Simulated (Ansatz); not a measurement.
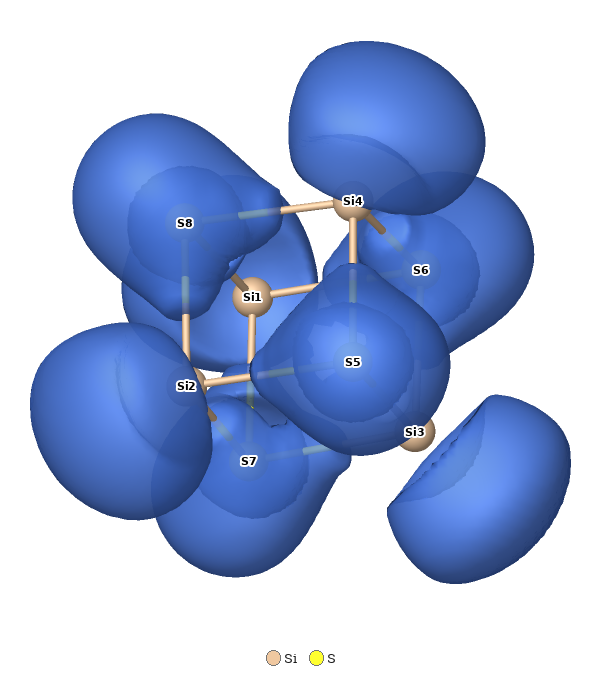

Figure 1: S₄Si₄. Isosurface of the ELF at 0.75 (blue), seen at an oblique angle. Only the valence region is drawn (cores and ρ < 0.01 e/Å³ removed).

Geometry: PBE-D4/def2-SVP.

All numbers below come from Ansatz, RKS PBE0-D4/def2-TZVP.

```yaml
atoms:
  - { symbol: Si, position_ang: [1.5710, -0.5936, 1.1115] }
  - { symbol: Si, position_ang: [0.5389, 1.5720, -1.1391] }
  - { symbol: Si, position_ang: [-0.5950, -1.5162, -1.1859] }
  - { symbol: Si, position_ang: [-1.5149, 0.5379, 1.2127] }
  - { symbol: S, position_ang: [-1.6274, 0.6149, -1.1512] }
  - { symbol: S, position_ang: [-0.5583, -1.6283, 1.1798] }
  - { symbol: S, position_ang: [1.5693, -0.5572, -1.2561] }
  - { symbol: S, position_ang: [0.6163, 1.5706, 1.2282] }
```

Question: Describe the localisation domains.

Answer: The surface consists of four regions on S in which the atom's valence shell and bonds are merged and four lobes on Si, pointing away from the bonds (lone pairs).

Values along the shortest contacts:
Si–S (2.37 Å): the ELF peaks at about 0.85 between the atoms (localised, covalent bonding).
